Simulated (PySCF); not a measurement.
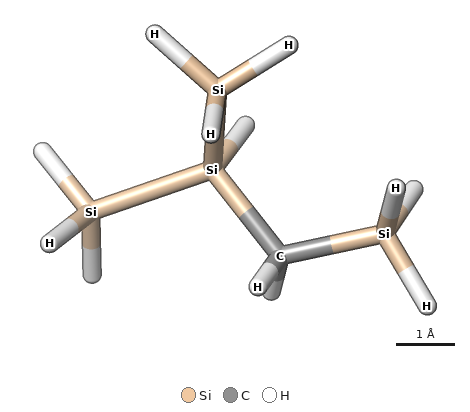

Fig. 1: The starting structure (stick view, seen at a tilt). Bond lengths as drawn: C–H 1.07 to 1.10 Å, C–Si 1.87 to 1.92 Å, H–Si 1.44 to 1.50 Å and Si–Si 2.32 to 2.34 Å.

## Geometry relaxation, with input and output: CH$_{12}$Si$_{4}$

- system: CH$_{12}$Si$_{4}$, SMILES [SiH3]C[SiH]([SiH3])[SiH3]
- method: PBE0-D3(BJ)/def2-SVP geometry optimisation, gas phase (PySCF 2.14.0)

**Input file**
```
{"job": {"xc": "PBE0", "basis": "def2-SVP", "d3": "d3bj", "grid": 2, "kind": "geom", "shake": 0.01}, "charge": 0, "multiplicity": 1}
Si    -0.508946    -0.102469    -0.505556
Si    -1.599837     1.169809     1.126846
Si    -1.472680    -2.165623    -0.967070
C      1.345630    -0.325431    -0.041182
Si     2.365595     1.234586     0.107825
H     -0.495352     0.706681    -1.773768
H     -1.249235     2.598528     1.140675
H     -1.288607     0.685622     2.474392
H     -3.052917     1.106036     0.996641
H     -2.733342    -2.062790    -1.656535
H     -1.735075    -2.918176     0.280327
H     -0.600893    -3.038010    -1.770133
H      1.747350    -0.971215    -0.788302
H      1.340858    -0.871677     0.913482
H      3.753941     0.869137     0.415713
H      2.331832     2.000625    -1.133717
H      1.842165     2.084168     1.200452
```

The first line tells a small driver script what to run in PySCF; the rest is the geometry in Å.

Launched with:
```bash
OMP_NUM_THREADS=1 python <driver script> task.json out
```

**Log**
```
step   0  E = -1202.35341784  max force = 0.027026
step   1  E = -1202.36029950  max force = 0.005036
step   2  E = -1202.36073062  max force = 0.002089
step   3  E = -1202.36088663  max force = 0.000630
step   4  E = -1202.36092526  max force = 0.000927
step   5  E = -1202.36097440  max force = 0.000699
step   6  E = -1202.36099411  max force = 0.000552
step   7  E = -1202.36101314  max force = 0.000432
step   8  E = -1202.36102870  max force = 0.000704
step   9  E = -1202.36104416  max force = 0.000658
step  10  E = -1202.36105490  max force = 0.000364
optimisation converged
```

**Trajectory as extended XYZ (Å, eV, eV/Å), 11 frames, from step=0 to step=10**
```
17
Properties=species:S:1:pos:R:3:forces:R:3 step=0 energy=-32717.70298
Si   -0.5090   -0.1025   -0.5056    0.8720   0.5260  -0.2236
Si   -1.5998    1.1698    1.1268    0.1056  -0.0806  -0.0733
Si   -1.4727   -2.1656   -0.9671    0.4002  -0.1759   0.6099
C     1.3456   -0.3254   -0.0412   -1.3897   0.5424   0.8013
Si    2.3656    1.2346    0.1078   -0.2841  -0.3626   0.3049
H    -0.4954    0.7067   -1.7738   -0.1835  -0.0422  -0.0061
H    -1.2492    2.5985    1.1407    0.2582   0.4351  -0.2153
H    -1.2886    0.6856    2.4744    0.2184  -0.3582   0.5242
H    -3.0529    1.1060    0.9966   -0.7080  -0.1074  -0.1830
H    -2.7333   -2.0628   -1.6565   -0.9631   0.2280  -0.5486
H    -1.7351   -2.9182    0.2803   -0.0285  -0.0852   0.3636
H    -0.6009   -3.0380   -1.7701    0.4198  -0.1209  -0.3202
H     1.7473   -0.9712   -0.7883    0.6662  -0.8127  -0.8946
H     1.3409   -0.8717    0.9135    0.2201  -0.0676   0.1177
H     3.7539    0.8691    0.4157    0.5300  -0.0465   0.1108
H     2.3318    2.0006   -1.1337   -0.0175   0.3512  -0.5922
H     1.8422    2.0842    1.2005   -0.1161   0.1773   0.2246
17
Properties=species:S:1:pos:R:3:forces:R:3 step=1 energy=-32717.89024
Si   -0.4459   -0.0033   -0.6041   -0.1680  -0.2258   0.2590
Si   -1.5806    1.2383    1.0391    0.1139   0.0674  -0.0728
Si   -1.5762   -2.0359   -0.9541    0.1390   0.0661  -0.0732
C     1.3069   -0.4288   -0.0203    0.0748  -0.0400  -0.1061
Si    2.4213    1.0597    0.2522   -0.0186   0.1162  -0.0539
H    -0.4197    0.7721   -1.8816    0.0450   0.0232  -0.0543
H    -1.1540    2.6724    0.9727   -0.0583  -0.0085   0.0729
H    -1.2421    0.6885    2.3908   -0.0064   0.0083  -0.0164
H    -3.0622    1.1571    0.8498    0.0062   0.0100  -0.0152
H    -2.8824   -1.8381   -1.6448   -0.0808   0.0058  -0.0360
H    -1.8252   -2.7468    0.3396    0.0334   0.0252   0.0082
H    -0.6956   -2.8950   -1.8110   -0.0638  -0.0560   0.0140
H     1.7584   -1.0954   -0.7776    0.0266   0.0517   0.0386
H     1.2392   -1.0102    0.9144   -0.0480  -0.0025   0.0172
H     3.8252    0.6767    0.5990   -0.0248  -0.0448   0.0101
H     2.4503    1.8800   -0.9991    0.0257   0.0231   0.0284
H     1.8748    1.9070    1.3598    0.0040  -0.0195  -0.0205
17
Properties=species:S:1:pos:R:3:forces:R:3 step=2 energy=-32717.90198
Si   -0.4418   -0.0197   -0.5992   -0.0718  -0.1074   0.0836
Si   -1.5681    1.2387    1.0361    0.0496   0.0321  -0.0385
Si   -1.5830   -2.0410   -0.9611    0.0307   0.0323  -0.0510
C     1.3173   -0.4300   -0.0251    0.0212   0.0020  -0.0532
Si    2.4148    1.0732    0.2499   -0.0104   0.0317  -0.0129
H    -0.4060    0.7563   -1.8804    0.0161   0.0035  -0.0101
H    -1.1502    2.6746    0.9927   -0.0176  -0.0007   0.0281
H    -1.2418    0.6835    2.3873   -0.0019  -0.0063   0.0042
H    -3.0484    1.1618    0.8377   -0.0049   0.0026  -0.0138
H    -2.8976   -1.8312   -1.6420   -0.0064   0.0086   0.0046
H    -1.8278   -2.7384    0.3401    0.0124   0.0044   0.0162
H    -0.7311   -2.9286   -1.8168   -0.0321  -0.0188   0.0036
H     1.7808   -1.0903   -0.7790    0.0149   0.0226   0.0094
H     1.2491   -1.0102    0.9109    0.0038   0.0110   0.0100
H     3.8135    0.6848    0.6093   -0.0042  -0.0194   0.0081
H     2.4570    1.9048   -0.9928    0.0057   0.0004   0.0126
H     1.8560    1.9099    1.3573   -0.0052   0.0016  -0.0011
17
Properties=species:S:1:pos:R:3:forces:R:3 step=3 energy=-32717.90622
Si   -0.4345   -0.0394   -0.5989    0.0324  -0.0142  -0.0278
Si   -1.5518    1.2347    1.0282   -0.0134   0.0014   0.0061
Si   -1.5945   -2.0457   -0.9644   -0.0215  -0.0093   0.0108
C     1.3320   -0.4308   -0.0331   -0.0294   0.0179  -0.0061
Si    2.4059    1.0880    0.2535    0.0010  -0.0112   0.0189
H    -0.3934    0.7370   -1.8816   -0.0059  -0.0040   0.0024
H    -1.1362    2.6709    1.0041    0.0093  -0.0004  -0.0031
H    -1.2401    0.6716    2.3800   -0.0054  -0.0058   0.0021
H    -3.0312    1.1643    0.8165   -0.0014   0.0010  -0.0054
H    -2.9164   -1.8126   -1.6257    0.0111   0.0122   0.0140
H    -1.8323   -2.7315    0.3453    0.0005  -0.0026  -0.0005
H    -0.7801   -2.9604   -1.8263   -0.0034   0.0039  -0.0065
H     1.8103   -1.0817   -0.7846    0.0033   0.0042  -0.0080
H     1.2703   -1.0095    0.9046    0.0241   0.0008   0.0036
H     3.8017    0.7024    0.6279    0.0006   0.0042   0.0044
H     2.4561    1.9294   -0.9811    0.0003  -0.0017  -0.0047
H     1.8268    1.9115    1.3603   -0.0022   0.0033  -0.0003
17
Properties=species:S:1:pos:R:3:forces:R:3 step=4 energy=-32717.90727
Si   -0.4288   -0.0487   -0.6016    0.0477   0.0113  -0.0380
Si   -1.5450    1.2302    1.0224   -0.0240  -0.0056   0.0105
Si   -1.6014   -2.0478   -0.9618   -0.0194  -0.0146   0.0237
C     1.3403   -0.4311   -0.0383   -0.0270   0.0157   0.0119
Si    2.4021    1.0946    0.2582    0.0020  -0.0117   0.0138
H    -0.3893    0.7277   -1.8846   -0.0092  -0.0078   0.0027
H    -1.1253    2.6651    1.0033    0.0117  -0.0006  -0.0062
H    -1.2424    0.6636    2.3750   -0.0059  -0.0035   0.0008
H    -3.0236    1.1648    0.8025    0.0002   0.0020  -0.0022
H    -2.9270   -1.7976   -1.6085    0.0060   0.0100   0.0101
H    -1.8337   -2.7313    0.3502   -0.0008  -0.0042  -0.0038
H    -0.8071   -2.9711   -1.8328    0.0010   0.0064  -0.0079
H     1.8255   -1.0758   -0.7906    0.0000   0.0024  -0.0098
H     1.2847   -1.0112    0.8992    0.0172  -0.0057  -0.0035
H     3.7978    0.7155    0.6399    0.0010   0.0061   0.0027
H     2.4542    1.9412   -0.9727    0.0006  -0.0022  -0.0048
H     1.8113    1.9101    1.3647   -0.0013   0.0021   0.0000
17
Properties=species:S:1:pos:R:3:forces:R:3 step=5 energy=-32717.90861
Si   -0.4164   -0.0634   -0.6082    0.0359   0.0334  -0.0200
Si   -1.5365    1.2206    1.0103   -0.0214  -0.0099   0.0040
Si   -1.6130   -2.0508   -0.9524   -0.0026  -0.0104   0.0252
C     1.3561   -0.4311   -0.0489   -0.0034   0.0079   0.0311
Si    2.3974    1.1049    0.2687    0.0008  -0.0035   0.0002
H    -0.3846    0.7116   -1.8922   -0.0079  -0.0119  -0.0027
H    -1.1054    2.6522    0.9977    0.0076  -0.0003  -0.0028
H    -1.2538    0.6483    2.3649   -0.0046   0.0001  -0.0006
H    -3.0131    1.1660    0.7730    0.0019   0.0031   0.0003
H    -2.9466   -1.7673   -1.5671   -0.0045   0.0019   0.0022
H    -1.8309   -2.7349    0.3618    0.0009  -0.0047  -0.0050
H    -0.8570   -2.9843   -1.8458    0.0016   0.0052  -0.0071
H     1.8520   -1.0620   -0.8059   -0.0037   0.0030  -0.0094
H     1.3127   -1.0178    0.8852   -0.0027  -0.0146  -0.0131
H     3.7934    0.7392    0.6622    0.0007   0.0033  -0.0004
H     2.4518    1.9626   -0.9546    0.0010  -0.0026  -0.0020
H     1.7864    1.9044    1.3760    0.0003   0.0000   0.0000
17
Properties=species:S:1:pos:R:3:forces:R:3 step=6 energy=-32717.90915
Si   -0.4104   -0.0675   -0.6118    0.0102   0.0284   0.0020
Si   -1.5365    1.2164    1.0037   -0.0083  -0.0055  -0.0041
Si   -1.6163   -2.0516   -0.9448    0.0065  -0.0022   0.0128
C     1.3632   -0.4300   -0.0546    0.0104   0.0034   0.0266
Si    2.3976    1.1083    0.2747   -0.0005   0.0009  -0.0032
H    -0.3852    0.7051   -1.8971   -0.0030  -0.0116  -0.0059
H    -1.0987    2.6462    0.9944    0.0026  -0.0001   0.0023
H    -1.2659    0.6415    2.3596   -0.0028   0.0005  -0.0007
H    -3.0115    1.1678    0.7557    0.0016   0.0028  -0.0006
H    -2.9558   -1.7545   -1.5400   -0.0068  -0.0031   0.0003
H    -1.8222   -2.7397    0.3690    0.0034  -0.0035  -0.0025
H    -0.8789   -2.9855   -1.8532   -0.0005   0.0022  -0.0049
H     1.8620   -1.0526   -0.8168   -0.0036   0.0040  -0.0071
H     1.3248   -1.0243    0.8749   -0.0105  -0.0142  -0.0127
H     3.7939    0.7469    0.6710    0.0003   0.0003  -0.0015
H     2.4526    1.9723   -0.9442    0.0003  -0.0020  -0.0004
H     1.7798    1.8993    1.3843    0.0007  -0.0003  -0.0004
17
Properties=species:S:1:pos:R:3:forces:R:3 step=7 energy=-32717.90966
Si   -0.4057   -0.0679   -0.6153   -0.0212   0.0138   0.0222
Si   -1.5399    1.2144    0.9965    0.0076   0.0036  -0.0103
Si   -1.6163   -2.0522   -0.9353    0.0105   0.0055  -0.0050
C     1.3688   -0.4279   -0.0611    0.0176  -0.0016   0.0106
Si    2.3997    1.1097    0.2816   -0.0010   0.0026  -0.0021
H    -0.3886    0.7002   -1.9030    0.0038  -0.0086  -0.0078
H    -1.0950    2.6422    0.9933   -0.0021  -0.0005   0.0067
H    -1.2844    0.6358    2.3536   -0.0008  -0.0007  -0.0003
H    -3.0127    1.1728    0.7351    0.0005   0.0018  -0.0024
H    -2.9648   -1.7475   -1.5062   -0.0054  -0.0070   0.0006
H    -1.8027   -2.7473    0.3776    0.0061  -0.0016   0.0013
H    -0.8969   -2.9822   -1.8620   -0.0022  -0.0001  -0.0017
H     1.8679   -1.0401   -0.8317   -0.0013   0.0039  -0.0033
H     1.3333   -1.0343    0.8605   -0.0118  -0.0088  -0.0066
H     3.7964    0.7490    0.6770   -0.0002  -0.0019  -0.0019
H     2.4544    1.9817   -0.9317   -0.0010  -0.0004   0.0006
H     1.7791    1.8917    1.3960    0.0006   0.0001  -0.0007
17
Properties=species:S:1:pos:R:3:forces:R:3 step=8 energy=-32717.91009
Si   -0.4043   -0.0656   -0.6179   -0.0362   0.0007   0.0265
Si   -1.5441    1.2160    0.9905    0.0150   0.0100  -0.0098
Si   -1.6132   -2.0530   -0.9272    0.0075   0.0076  -0.0140
C     1.3712   -0.4256   -0.0673    0.0134  -0.0062  -0.0057
Si    2.4015    1.1093    0.2879   -0.0010   0.0010   0.0010
H    -0.3932    0.6972   -1.9087    0.0080  -0.0047  -0.0063
H    -1.0927    2.6418    0.9958   -0.0033  -0.0009   0.0071
H    -1.3028    0.6324    2.3481    0.0003  -0.0022  -0.0004
H    -3.0147    1.1818    0.7166   -0.0003   0.0010  -0.0031
H    -2.9721   -1.7502   -1.4746   -0.0023  -0.0076   0.0019
H    -1.7762   -2.7554    0.3849    0.0070   0.0002   0.0029
H    -0.9070   -2.9764   -1.8706   -0.0014  -0.0004   0.0002
H     1.8690   -1.0278   -0.8466    0.0011   0.0030   0.0009
H     1.3363   -1.0448    0.8457   -0.0061  -0.0012   0.0001
H     3.7986    0.7461    0.6792   -0.0003  -0.0019  -0.0015
H     2.4551    1.9894   -0.9194   -0.0017   0.0015   0.0009
H     1.7815    1.8829    1.4084    0.0004   0.0003  -0.0006
17
Properties=species:S:1:pos:R:3:forces:R:3 step=9 energy=-32717.91051
Si   -0.4060   -0.0616   -0.6203   -0.0338  -0.0086   0.0164
Si   -1.5479    1.2213    0.9847    0.0136   0.0125  -0.0045
Si   -1.6078   -2.0550   -0.9197    0.0003   0.0045  -0.0146
C     1.3710   -0.4234   -0.0747    0.0013  -0.0088  -0.0185
Si    2.4015    1.1076    0.2950   -0.0004  -0.0010   0.0031
H    -0.3989    0.6947   -1.9149    0.0088   0.0000  -0.0022
H    -1.0879    2.6443    1.0016   -0.0016  -0.0015   0.0038
H    -1.3223    0.6301    2.3416    0.0003  -0.0034  -0.0003
H    -3.0161    1.1977    0.6973   -0.0006   0.0006  -0.0023
H    -2.9798   -1.7626   -1.4400    0.0012  -0.0055   0.0032
H    -1.7395   -2.7653    0.3917    0.0057   0.0010   0.0030
H    -0.9125   -2.9685   -1.8807    0.0009   0.0011   0.0009
H     1.8667   -1.0145   -0.8638    0.0033   0.0006   0.0040
H     1.3361   -1.0565    0.8285    0.0028   0.0061   0.0071
H     3.7994    0.7403    0.6796   -0.0001  -0.0006  -0.0007
H     2.4527    1.9984   -0.9046   -0.0017   0.0030   0.0011
H     1.7839    1.8711    1.4236    0.0001   0.0001   0.0004
17
Properties=species:S:1:pos:R:3:forces:R:3 step=10 energy=-32717.91080
Si   -0.4098   -0.0587   -0.6222   -0.0168  -0.0101   0.0011
Si   -1.5488    1.2279    0.9808    0.0056   0.0085   0.0016
Si   -1.6029   -2.0580   -0.9155   -0.0043  -0.0006  -0.0068
C     1.3687   -0.4223   -0.0811   -0.0085  -0.0080  -0.0187
Si    2.3987    1.1060    0.3003   -0.0001  -0.0016   0.0026
H    -0.4033    0.6930   -1.9197    0.0056   0.0030   0.0014
H    -1.0797    2.6477    1.0073    0.0013  -0.0013  -0.0003
H    -1.3350    0.6294    2.3365   -0.0005  -0.0028  -0.0003
H    -3.0154    1.2154    0.6844   -0.0005   0.0008  -0.0005
H    -2.9856   -1.7791   -1.4144    0.0023  -0.0021   0.0030
H    -1.7071   -2.7740    0.3955    0.0030   0.0008   0.0012
H    -0.9129   -2.9618   -1.8894    0.0025   0.0025   0.0000
H     1.8636   -1.0053   -0.8768    0.0034  -0.0014   0.0051
H     1.3348   -1.0646    0.8157    0.0076   0.0093   0.0085
H     3.7976    0.7360    0.6788    0.0003   0.0007  -0.0003
H     2.4468    2.0070   -0.8918   -0.0012   0.0032   0.0012
H     1.7829    1.8598    1.4364    0.0002  -0.0007   0.0014
```

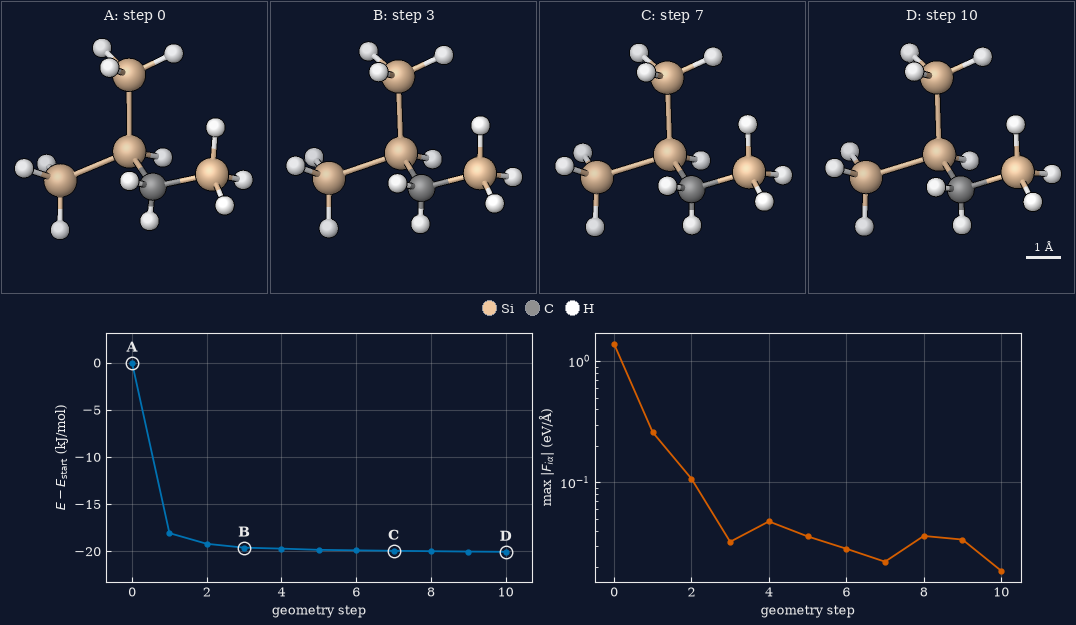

Fig. 2: Frames of the relaxation (ball-and-stick view, seen at a tilt) above the curves, on which the letters mark them (steps are counted from 0).

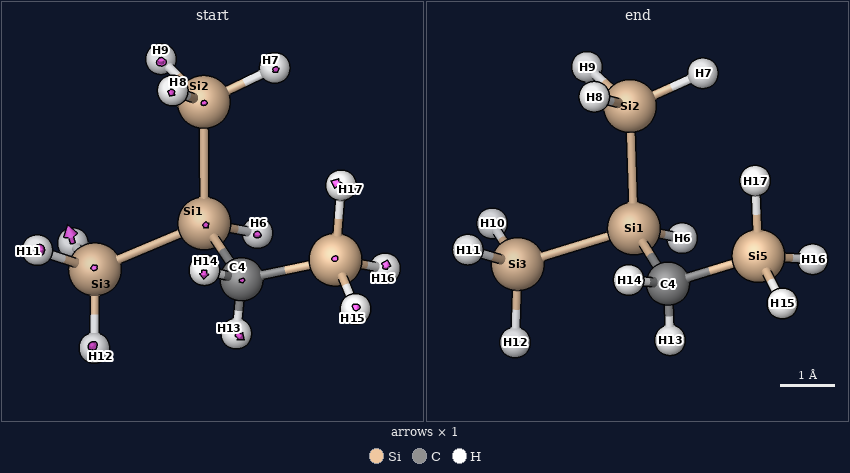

Fig. 3: Before (left) and after (right) the relaxation, at one scale (ball-and-stick view, seen at a tilt). The pink arrows give the displacements, at true length. The energy falls by 20.1 kJ/mol in 10 geometry steps. The largest force component goes from 1.4 to 0.019 eV/Å. H10 moves most after the best rigid fit: 0.42 Å. Largest moves by element: H 0.42 Å, Si 0.13 Å, C 0.09 Å. Distances before and after: Si3–H10 1.441 → 1.496 Å, C4–H13 1.066 → 1.104 Å, Si2–H9 1.460 → 1.496 Å, Si1–C4 1.925 → 1.894 Å. Among the angles that change: Si2–Si1–Si3 115.3° → 107.8°, C4–Si1–H6 104.9° → 109.8°, H7–Si2–H8 105.2° → 108.6°. (Atoms are counted from 1 in the order of the input.)

**Summary**

- outcome: converged
- total energy: −1202.361055 hartree
- dipole moment: 0.83 D
- point group: C1
- hardware: 1 CPU thread, shared host
- wall time: 2.4 min
- peak memory: 0.76 GiB
